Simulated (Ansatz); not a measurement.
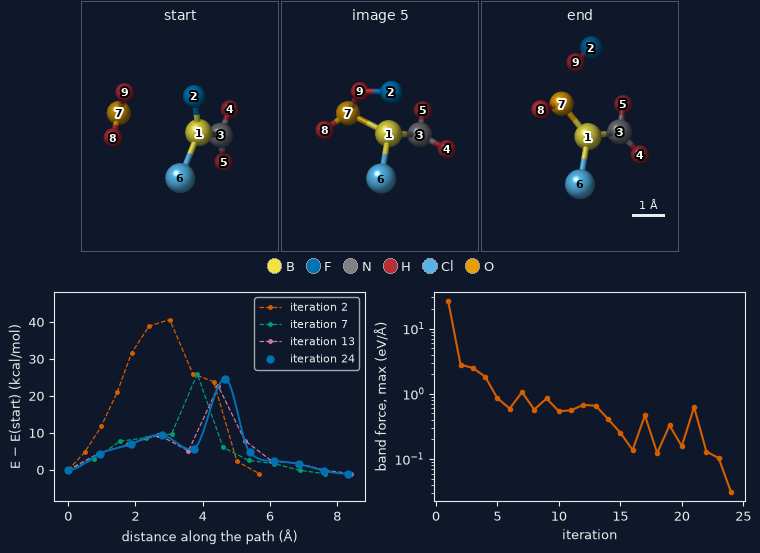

NEB run on BNH₄OClF, made up at the start of BNH2ClF and H2O. Images are numbered from 0 (start) to 10 (end). The plot follows the band through its iterations. The picture is a ball-and-stick view, seen at a tilt.

Computed with RKS r2SCANh-D4/def2-SVP (Ansatz 0.2.0). Run with 9 movable images; climbing image; force threshold 0.05 eV/Å; iteration limit 59; starting path through a guess of the saddle point.

### How did the profile develop, and is the result final?

The run is converged, with reservations. The band converged in 24 iterations. The largest component of the band force went from 26 to 0.031 eV/Å. The climbing image converged on the top of the path. Its vibrational analysis gives one imaginary mode (930i cm⁻¹), as a transition state must have. The first iteration put the highest image at 138.8 kcal/mol. The highest point, image 5, lies 24.7 kcal/mol above the start and 25.7 kcal/mol above the end; the end is at −1.0 kcal/mol relative to the start. The profile has 2 maxima (images 3, 5) with a dip at image 4 (+5.8 kcal/mol), so the process runs in steps.

Limits of the set-up: the start holds two separate molecules, 2.3 Å apart at their closest, whose relative position is a soft coordinate.

Cost: 8.3 min on 4 threads of Intel(R) Xeon(R) Platinum 8259CL CPU @ 2.50GHz (Skylake/Cascade Lake) (shared host), peak memory 0.26 GiB.
